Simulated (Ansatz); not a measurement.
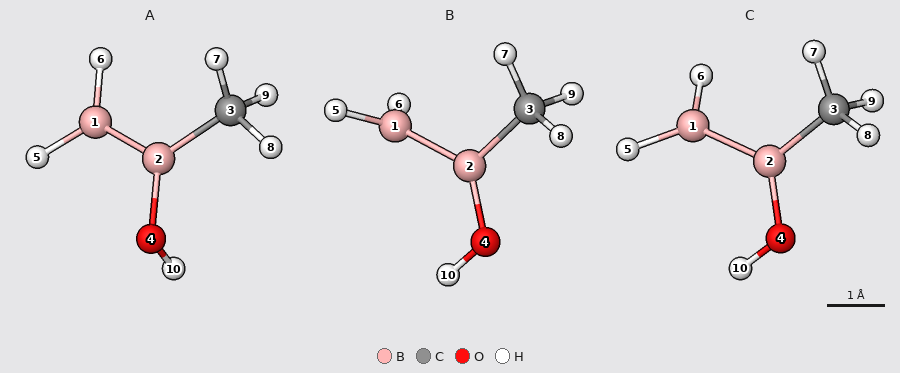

3 geometries from one relaxation of CH₆B₂O (coarse preliminary run), in shuffled order. The picture is a ball-and-stick view, seen at a tilt.

The start comes from a force field.

The calculation used RKS PBE-D4/def2-SVP (Ansatz 0.2.0). Set-up: force threshold 0.03 eV/Å; at most 200 steps.

Order the frames from highest to lowest energy.

Answer. A, C, B. They are steps 0, 6, 13, at +37.9 kcal/mol, +2.62 kcal/mol relative to the last. H5 moves most after the best rigid fit: 1.21 Å. Largest moves by element: H 1.21 Å, O 0.78 Å, B 0.27 Å, C 0.13 Å. Some distances before and after: B2–O4 1.508 → 1.376 Å, B1–B2 1.591 → 1.689 Å, C3–H8 1.161 → 1.110 Å, C3–H7 1.071 → 1.109 Å. Bond angles that change, for instance: B2–O4–H10 103.7° → 112.9°, B1–B2–O4 121.3° → 128.0°, C3–B2–O4 119.4° → 115.6°. Groups turn about B2–O4 by about 85°, B1–B2 by about 85°, B2–C3 by about 25°. Over 13 geometry steps the energy falls by 37.9 kcal/mol. The largest force component goes from 3.8 to 0.015 eV/Å.
